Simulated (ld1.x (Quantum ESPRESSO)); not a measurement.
# Boron: generating and testing an RRKJ potential

Aim: build the potential from the settings below, then test how well it stands in for the atom: other configurations, scattering, ghost states and the plane-wave cutoff that it needs.

Program: ld1.x (Quantum ESPRESSO) 7.5. Reference atom: BLYP, scalar-relativistic, spherical and spin-unpolarised. All values are calculated.

### Step 1. The atom and the settings

The settings as typed:

```
element                 : boron (B, Z = 5)
type                    : norm-conserving RRKJ (Kleinman–Bylander form)
frozen core             : [He]
valence charge          : 3
reference configuration : 2s2 2p1
partial waves           : 2s (bound): rc 1.40 bohr; 2p (bound): rc 2.50 bohr; 3d channel at -0.05 Ry: rc 2.45 bohr
local potential         : the d channel
core correction         : not asked for
```

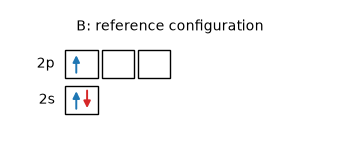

The outer shells as boxes. The arrows follow Hund's rule for the drawing; the calculation itself is spin-unpolarised.

An earlier all-electron run gives the scale for the radii.

All-electron outer shells of the reference configuration (BLYP, scalar-relativistic, ld1.x):

```tsv
shell	level (eV)	outermost node (bohr)	outermost maximum (bohr)
1s	-181.06	–	0.21
2s	-9.30	0.46	1.50
2p	-3.54	–	1.55
```

### Step 2. Generating the potential

File B.in:

```
 &input
   title='B', zed=5., rel=1, dft='BLYP', iswitch=3,
   config='[He] 2s2 2p1 3d-2',
   nld=3, rlderiv=2.70, eminld=-3.0, emaxld=5.0, deld=0.02
 /
 &inputp
   pseudotype=2, tm=.false., lloc=2,
   nlcc=.false.,
   file_pseudopw='B.UPF', file_wfcaegen='ae.wfc', file_wfcncgen='nc.wfc', file_beta='beta', file_chi='chi'
 /
3
2S  1  0   2.00   0.00  1.40  1.40  0.0
2P  2  1   1.00   0.00  2.50  2.50  0.0
3D  3  2  -2.00  -0.05  2.45  2.45  0.0
 &test
   configts(1)='2s2 2p1'
 /
```

Command:

```
$ ld1.x < B.in > B.out
```

The output, B.out (without the banner and most projector matrices):

```text
     Program LD1 v.7.5
     --------------------------- All-electron run ----------------------------

     B
     scalar relativistic calculation

     atomic number is  5.00
     dft =BLYP   lsd =0 sic =0 latt =0  beta=0.20 tr2=1.0E-14
     Exchange-correlation= BLYP
                           (   1   3   1   3   0   0   0)
     mesh =1059 r(mesh) = 101.04461 a.u. xmin = -7.00 dx = 0.01250
     1 Ry =  13.60569312 eV, c = 137.03599908

     n l     nl                  e(Ry)          e(Ha)          e(eV)
     1 0     1S 1( 2.00)       -13.3076        -6.6538      -181.0585
     2 0     2S 1( 2.00)        -0.6837        -0.3418        -9.3015
     2 1     2P 1( 1.00)        -0.2600        -0.1300        -3.5370

     final scf error:  2.4E-15 reached in  22 iterations

     Etot =     -49.289704 Ry,     -24.644852 Ha,    -670.620582 eV

     Ekin =      49.145891 Ry,      24.572946 Ha,     668.663913 eV
     Encl =    -113.902860 Ry,     -56.951430 Ha,   -1549.727365 eV
     Eh   =      23.154043 Ry,      11.577022 Ha,     315.026808 eV
     Exc  =      -7.686778 Ry,      -3.843389 Ha,    -104.583938 eV

     normalization and overlap integrals

     s(1S/1S) =  1.000000  <r> =   0.3295  <r2> =    0.1475  r(max) =   0.2103
     s(2S/2S) =  1.000000  <r> =   1.9520  <r2> =    4.6148  r(max) =   1.4964
     s(2P/2P) =  1.000000  <r> =   2.3082  <r2> =    6.9686  r(max) =   1.5536

     ------------------------ End of All-electron run ------------------------

     --------------------- Generating NC pseudopotential ---------------------

      Generating local pot.: lloc=2, matching radius rcloc =   2.4500

      Wfc   2S  rcut= 1.406  Estimated cut-off energy=       62.09 Ry
      This function has    0 nodes for 0 < r <    1.406

      Wfc   2P  rcut= 2.498  Estimated cut-off energy=       28.30 Ry
      This function has    0 nodes for 0 < r <    2.498

     ------------------- End of pseudopotential generation -------------------

     [... the all-electron block is printed once more ...]


     Computing logarithmic derivative in   2.70968
     Message from routine run_pseudo:
     Warning: convergence not achieved
     Computing logarithmic derivative in   2.70968
     Computing the partial wave expansion
     R is outside the sphere for l=    0 j= 0.00
     R is outside the sphere for l=    1 j= 0.00
       no projector for channel:   2

     ---------------------- Testing the pseudopotential ----------------------

     B
     scalar relativistic calculation

     atomic number is  5.00   valence charge is  3.00
     dft =BLYP   lsd =0 sic =0 latt =0  beta=0.20 tr2=1.0E-14
     mesh =1059 r(mesh) = 101.04461 xmin = -7.00 dx = 0.01250

     n l     nl             e AE (Ry)        e PS (Ry)    De AE-PS (Ry)
     1 0     2S   1( 2.00)       -0.68365       -0.68365        0.00000
     2 1     2P   1( 1.00)       -0.25996       -0.25996        0.00000

     eps = 1.0E-11  iter =201

     Etot =     -49.289704 Ry,     -24.644852 Ha,    -670.620582 eV
     Etotps =    -5.150846 Ry,      -2.575423 Ha,     -70.080829 eV

     Ekin =       2.513463 Ry,       1.256732 Ha,      34.197408 eV
     Encl =     -10.373901 Ry,      -5.186950 Ha,    -141.144112 eV
     Ehrt =       3.973891 Ry,       1.986946 Ha,      54.067542 eV
     Ecxc =      -1.592302 Ry,      -0.796151 Ha,     -21.664377 eV
     Epseu=       0.328003 Ry,       0.164002 Ha,       4.462711 eV

     ---------------------- End of pseudopotential test ----------------------
```

Wall time 2.6 s (1 thread, shared host). This counts the later configuration tests of the new file too.

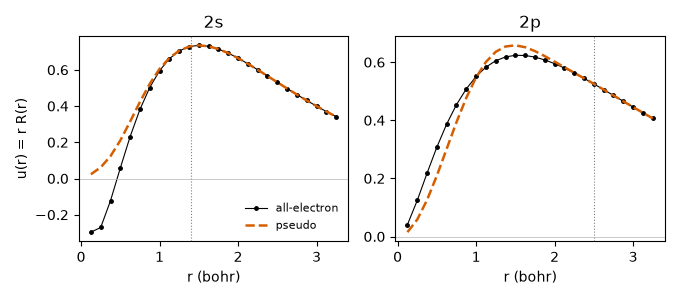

All-electron and pseudo partial waves (2s, 2p), with the matching radii dotted. The curves join 26 sampled radii.

### Step 3. Configuration tests

File B.test.in:

```
 &input
   title='B', zed=5., rel=1, dft='BLYP', iswitch=2,
   config='[He] 2s2 2p1 3d-2'
 /
 &test
   file_pseudo='B.UPF', nconf=8,
   configts(1)='2s2 2p1',
   configts(2)='2s2 2p0',
   configts(3)='2s1 2p0',
   configts(4)='2s2 2p0.5',
   configts(5)='2s2 2p1.3',
   configts(6)='2s0 2p3',
   configts(7)='2s1 2p1',
   configts(8)='2s1 2p2'
 /
```

Command:

```
$ ld1.x < B.test.in > B.test.out
```

B.test.out, the pseudopotential blocks, each with the warnings that came before it:

```text
     Warning: convergence not achieved
     ---------------------- Testing the pseudopotential ----------------------

     B
     scalar relativistic calculation

     atomic number is  5.00   valence charge is  3.00
     dft =BLYP   lsd =0 sic =0 latt =0  beta=0.20 tr2=1.0E-14
     mesh =1059 r(mesh) = 101.04461 xmin = -7.00 dx = 0.01250

     n l     nl             e AE (Ry)        e PS (Ry)    De AE-PS (Ry)
     1 0     2S   1( 2.00)       -0.68365       -0.68365        0.00000
     2 1     2P   1( 1.00)       -0.25996       -0.25996        0.00000

     eps = 9.0E-12  iter =201

     Etot =     -49.289703 Ry,     -24.644852 Ha,    -670.620578 eV
     Etotps =    -5.150846 Ry,      -2.575423 Ha,     -70.080829 eV

     Ekin =       2.513463 Ry,       1.256732 Ha,      34.197408 eV
     Encl =     -10.373901 Ry,      -5.186950 Ha,    -141.144112 eV
     Ehrt =       3.973891 Ry,       1.986946 Ha,      54.067542 eV
     Ecxc =      -1.592302 Ry,      -0.796151 Ha,     -21.664377 eV
     Epseu=       0.328003 Ry,       0.164002 Ha,       4.462711 eV

     ---------------------- End of pseudopotential test ----------------------

     Warning: convergence not achieved
     ---------------------- Testing the pseudopotential ----------------------

     B
     scalar relativistic calculation

     atomic number is  5.00   valence charge is  3.00
     dft =BLYP   lsd =0 sic =0 latt =0  beta=0.20 tr2=1.0E-14
     mesh =1059 r(mesh) = 101.04461 xmin = -7.00 dx = 0.01250

     n l     nl             e AE (Ry)        e PS (Ry)    De AE-PS (Ry)
     1 0     2S   1( 2.00)       -1.42616       -1.41841       -0.00775  !
     2 1     2P   1( 0.00)       -0.98117       -0.96779       -0.01338  !

     eps = 3.0E-12  iter =201

     Etot =     -48.689004 Ry,     -24.344502 Ha,    -662.447647 eV
     Etotps =    -4.554459 Ry,      -2.277230 Ha,     -61.966578 eV
     dEtot_ae =       0.600699 Ry
     dEtot_ps =       0.596386 Ry,   Delta E=       0.004313 Ry

     Ekin =       1.446294 Ry,       0.723147 Ha,      19.677828 eV
     Encl =      -7.598684 Ry,      -3.799342 Ha,    -103.385358 eV
     Ehrt =       2.019872 Ry,       1.009936 Ha,      27.481756 eV
     Ecxc =      -1.078574 Ry,      -0.539287 Ha,     -14.674751 eV
     Epseu=       0.656633 Ry,       0.328317 Ha,       8.933948 eV

     ---------------------- End of pseudopotential test ----------------------

     Warning: convergence not achieved
     ---------------------- Testing the pseudopotential ----------------------

     B
     scalar relativistic calculation

     atomic number is  5.00   valence charge is  3.00
     dft =BLYP   lsd =0 sic =0 latt =0  beta=0.20 tr2=1.0E-14
     mesh =1059 r(mesh) = 101.04461 xmin = -7.00 dx = 0.01250

     n l     nl             e AE (Ry)        e PS (Ry)    De AE-PS (Ry)
     1 0     2S   1( 1.00)       -2.31226       -2.29044       -0.02182  !
     2 1     2P   1( 0.00)       -1.87884       -1.83145       -0.04739  !

     eps = 4.4E-12  iter =201

     Etot =     -46.825794 Ry,     -23.412897 Ha,    -637.097379 eV
     Etotps =    -2.704505 Ry,      -1.352252 Ha,     -36.796665 eV
     dEtot_ae =       2.463910 Ry
     dEtot_ps =       2.446341 Ry,   Delta E=       0.017569 Ry

     Ekin =       0.847969 Ry,       0.423984 Ha,      11.537201 eV
     Encl =      -4.019240 Ry,      -2.009620 Ha,     -54.684541 eV
     Ehrt =       0.544299 Ry,       0.272149 Ha,       7.405565 eV
     Ecxc =      -0.478775 Ry,      -0.239387 Ha,      -6.514065 eV
     Epseu=       0.401242 Ry,       0.200621 Ha,       5.459175 eV

     ---------------------- End of pseudopotential test ----------------------

     Warning: convergence not achieved
     ---------------------- Testing the pseudopotential ----------------------

     B
     scalar relativistic calculation

     atomic number is  5.00   valence charge is  3.00
     dft =BLYP   lsd =0 sic =0 latt =0  beta=0.20 tr2=1.0E-14
     mesh =1059 r(mesh) = 101.04461 xmin = -7.00 dx = 0.01250

     n l     nl             e AE (Ry)        e PS (Ry)    De AE-PS (Ry)
     1 0     2S   1( 2.00)       -1.02889       -1.02735       -0.00154
     2 1     2P   1( 0.50)       -0.59082       -0.58767       -0.00315

     eps = 1.6E-11  iter =201

     Etot =     -49.079717 Ry,     -24.539859 Ha,    -667.763573 eV
     Etotps =    -4.941441 Ry,      -2.470720 Ha,     -67.231729 eV
     dEtot_ae =       0.209986 Ry
     dEtot_ps =       0.209405 Ry,   Delta E=       0.000581 Ry

     Ekin =       2.084622 Ry,       1.042311 Ha,      28.362730 eV
     Encl =      -9.109759 Ry,      -4.554880 Ha,    -123.944589 eV
     Ehrt =       2.974699 Ry,       1.487350 Ha,      40.472848 eV
     Ecxc =      -1.354693 Ry,      -0.677346 Ha,     -18.431536 eV
     Epseu=       0.463689 Ry,       0.231845 Ha,       6.308817 eV

     ---------------------- End of pseudopotential test ----------------------

     Warning: convergence not achieved
     ---------------------- Testing the pseudopotential ----------------------

     B
     scalar relativistic calculation

     atomic number is  5.00   valence charge is  3.00
     dft =BLYP   lsd =0 sic =0 latt =0  beta=0.20 tr2=1.0E-14
     mesh =1059 r(mesh) = 101.04461 xmin = -7.00 dx = 0.01250

     n l     nl             e AE (Ry)        e PS (Ry)    De AE-PS (Ry)
     1 0     2S   1( 2.00)       -0.50883       -0.50873       -0.00010
     2 1     2P   1( 1.30)       -0.09634       -0.09655        0.00021

     eps = 3.4E-12  iter =201

     Etot =     -49.342389 Ry,     -24.671194 Ha,    -671.337401 eV
     Etotps =    -5.203582 Ry,      -2.601791 Ha,     -70.798342 eV
     dEtot_ae =      -0.052686 Ry
     dEtot_ps =      -0.052736 Ry,   Delta E=       0.000051 Ry

     Ekin =       2.666341 Ry,       1.333171 Ha,      36.277423 eV
     Encl =     -10.983336 Ry,      -5.491668 Ha,    -149.435905 eV
     Ehrt =       4.543738 Ry,       2.271869 Ha,      61.820711 eV
     Ecxc =      -1.706510 Ry,      -0.853255 Ha,     -23.218248 eV
     Epseu=       0.276184 Ry,       0.138092 Ha,       3.757676 eV

     ---------------------- End of pseudopotential test ----------------------

     ---------------------- Testing the pseudopotential ----------------------

     B
     scalar relativistic calculation

     atomic number is  5.00   valence charge is  3.00
     dft =BLYP   lsd =0 sic =0 latt =0  beta=0.20 tr2=1.0E-14
     mesh =1059 r(mesh) = 101.04461 xmin = -7.00 dx = 0.01250

     n l     nl             e AE (Ry)        e PS (Ry)    De AE-PS (Ry)
     1 0     2S   1( 0.00)       -0.74627       -0.75135        0.00508  !
     2 1     2P   1( 3.00)       -0.31793       -0.32115        0.00322

     eps = 7.3E-15  iter = 16

     Etot =     -48.437288 Ry,     -24.218644 Ha,    -659.022876 eV
     Etotps =    -4.296421 Ry,      -2.148210 Ha,     -58.455785 eV
     dEtot_ae =       0.852415 Ry
     dEtot_ps =       0.854425 Ry,   Delta E=      -0.002010 Ry

     Ekin =       4.188519 Ry,       2.094260 Ha,      56.987710 eV
     Encl =     -10.025629 Ry,      -5.012815 Ha,    -136.405636 eV
     Ehrt =       3.757656 Ry,       1.878828 Ha,      51.125519 eV
     Ecxc =      -1.506958 Ry,      -0.753479 Ha,     -20.503203 eV
     Epseu=      -0.710010 Ry,      -0.355005 Ha,      -9.660175 eV

     ---------------------- End of pseudopotential test ----------------------

     Warning: convergence not achieved
     ---------------------- Testing the pseudopotential ----------------------

     B
     scalar relativistic calculation

     atomic number is  5.00   valence charge is  3.00
     dft =BLYP   lsd =0 sic =0 latt =0  beta=0.20 tr2=1.0E-14
     mesh =1059 r(mesh) = 101.04461 xmin = -7.00 dx = 0.01250

     n l     nl             e AE (Ry)        e PS (Ry)    De AE-PS (Ry)
     1 0     2S   1( 1.00)       -1.43142       -1.43493        0.00351
     2 1     2P   1( 1.00)       -0.98663       -0.98404       -0.00259

     eps = 6.6E-12  iter =201

     Etot =     -48.244162 Ry,     -24.122081 Ha,    -656.395267 eV
     Etotps =    -4.103704 Ry,      -2.051852 Ha,     -55.833740 eV
     dEtot_ae =       1.045541 Ry
     dEtot_ps =       1.047142 Ry,   Delta E=      -0.001601 Ry

     Ekin =       2.474362 Ry,       1.237181 Ha,      33.665412 eV
     Encl =      -7.521746 Ry,      -3.760873 Ha,    -102.338571 eV
     Ehrt =       1.980052 Ry,       0.990026 Ha,      26.939987 eV
     Ecxc =      -1.056717 Ry,      -0.528358 Ha,     -14.377363 eV
     Epseu=       0.020344 Ry,       0.010172 Ha,       0.276796 eV

     ---------------------- End of pseudopotential test ----------------------

     Warning: convergence not achieved
     ---------------------- Testing the pseudopotential ----------------------

     B
     scalar relativistic calculation

     atomic number is  5.00   valence charge is  3.00
     dft =BLYP   lsd =0 sic =0 latt =0  beta=0.20 tr2=1.0E-14
     mesh =1059 r(mesh) = 101.04461 xmin = -7.00 dx = 0.01250

     n l     nl             e AE (Ry)        e PS (Ry)    De AE-PS (Ry)
     1 0     2S   1( 1.00)       -0.71777       -0.72048        0.00271
     2 1     2P   1( 2.00)       -0.29147       -0.29313        0.00166

     eps = 3.0E-12  iter =201

     Etot =     -48.864648 Ry,     -24.432324 Ha,    -664.837409 eV
     Etotps =    -4.725238 Ry,      -2.362619 Ha,     -64.290138 eV
     dEtot_ae =       0.425055 Ry
     dEtot_ps =       0.425608 Ry,   Delta E=      -0.000553 Ry

     Ekin =       3.324640 Ry,       1.662320 Ha,      45.234025 eV
     Encl =     -10.184377 Ry,      -5.092189 Ha,    -138.565512 eV
     Ehrt =       3.854634 Ry,       1.927317 Ha,      52.444972 eV
     Ecxc =      -1.545527 Ry,      -0.772764 Ha,     -21.027972 eV
     Epseu=      -0.174607 Ry,      -0.087304 Ha,      -2.375651 eV

     ---------------------- End of pseudopotential test ----------------------
```

Energies count from the reference configuration 2s2 2p1; the error is all-electron less pseudo. A star marks tests that logged a warning.

```csv
valence configuration,charge,ΔE all-electron (eV),error AE − PS (meV)
2s2 2p0 *,+1,8.173,+59
2s1 2p0 *,+2,33.523,+239
2s2 2p0.5 *,+0.5,2.857,+7.9
2s2 2p1.3 *,-0.3,-0.717,+0.7
2s0 2p3,0,11.598,-27
2s1 2p1 *,+1,14.225,-22
2s1 2p2 *,0,5.783,-7.5
```

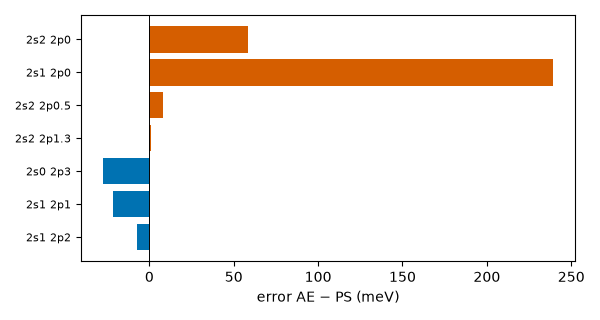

Error of the potential in each test configuration.

### Step 4. Logarithmic derivatives

Taken from the files of the generation run. The phase is arctan(r·u′/u) with u = r·R, unwrapped, with energies in Ry. A pole is an energy at which the radial function vanishes at the test radius. The pseudo phase is shifted by a multiple of π to meet the all-electron one at the reference energy. Levels narrower than the energy grid can be missing from the poles. The last column is the largest difference on the grid between −1 and +1 Ry.

| channel | radius (bohr) | reference (Ry) | poles AE | poles PS | window around the reference with phases within 0.05 rad (Ry) | largest difference near zero (rad) |
| --- | --- | --- | --- | --- | --- | --- |
| s | 2.71 | -0.68 | -0.17 | -0.17, 4.78 | below 1.7 | 0.005 |
| p | 2.71 | -0.26 | 0.28, 4.64 | 0.28 | below 1.4 | 0.013 |
| d | 2.71 | -0.05 | 2.92 | 2.96 | below 4.7 | 0.001 |

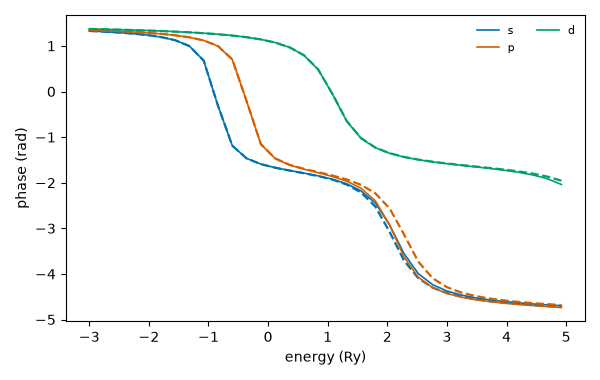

All-electron (solid) and pseudo (dashed) phases against energy.

### Step 5. Cutoff and ghost test in a Bessel basis

A separate test, outside the generator: the pseudo-atom's Hamiltonian at the reference potential is diagonalised in spherical Bessel functions j_l(qr) that vanish at 20 bohr, with q² up to the cutoff.

All-electron valence levels (Ry): 2s -0.6836, 2p -0.2600. The lowest levels of each channel (Ry) by cutoff; the last column sums, over occupied levels, occupation times the distance from the level at 400 Ry. A positive value at high cutoff is not a bound level.

| cutoff (Ry) | s #1 | p #1 | d #1 | f #1 | Σ f·Δε (mRy) |
| --- | --- | --- | --- | --- | --- |
| 8 | -0.5955 | -0.2071 | 0.0588 | 0.1063 | 229.3 |
| 10 | -0.6122 | -0.2317 | 0.0588 | 0.1063 | 171.2 |
| 15 | -0.6433 | -0.2577 | 0.0588 | 0.1063 | 83.1 |
| 18 | -0.6603 | -0.2596 | 0.0588 | 0.1063 | 47.4 |
| 21 | -0.6682 | -0.2600 | 0.0588 | 0.1063 | 31.0 |
| 30 | -0.6792 | -0.2600 | 0.0588 | 0.1063 | 9.1 |
| 35 | -0.6818 | -0.2600 | 0.0588 | 0.1063 | 3.7 |
| 40 | -0.6831 | -0.2600 | 0.0588 | 0.1063 | 1.3 |
| 45 | -0.6834 | -0.2600 | 0.0588 | 0.1063 | 0.6 |
| 50 | -0.6836 | -0.2600 | 0.0588 | 0.1063 | 0.1 |
| 55 | -0.6837 | -0.2600 | 0.0588 | 0.1063 | 0.1 |
| 400 | -0.6837 | -0.2600 | 0.0588 | 0.1063 | 0.0 |

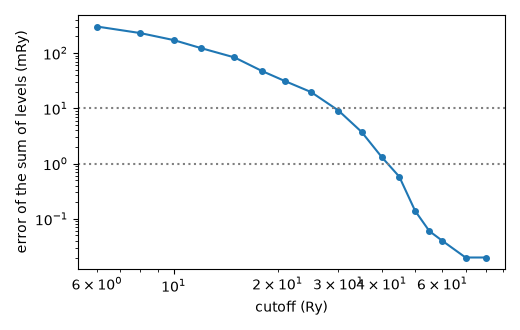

Occupation-weighted error of the valence levels against the cutoff; the dotted lines mark 10 and 1 mRy.

The sum stays within 10 mRy from 30 Ry and within 1 mRy from 45 Ry. The sum leaves out empty levels, which can need more. Ghost test: no level below the all-electron spectrum of its channel (s, p, d, f tested).

### Step 6. Summary of results

```
                                                quantity                                                  value
               cutoffs for 10 and 1 mRy, occupied levels                                        30 Ry and 45 Ry
                                            bound ghosts                                             none found
                            largest test error (AE − PS)  +239 meV, for 2s1 2p0 (one of 7 tests with a warning)
largest phase difference near zero energy, channels read                                              0.013 rad
```

In words: By total energies transferability is poor: the largest error is 239 meV on 33.5 eV, for 2s1 2p0. The potential is soft on the atom at that tolerance: the looser tolerance needs 30 Ry. The slowest occupied level is 2s: taken alone it needs 40 Ry to come within 1 mRy, against 18 Ry for 2p. It is free of bound ghosts as far as tested. Near zero energy the phases of the channels with partial waves agree within 0.013 rad. These are tests on the free atom; a crystal test is still owed.
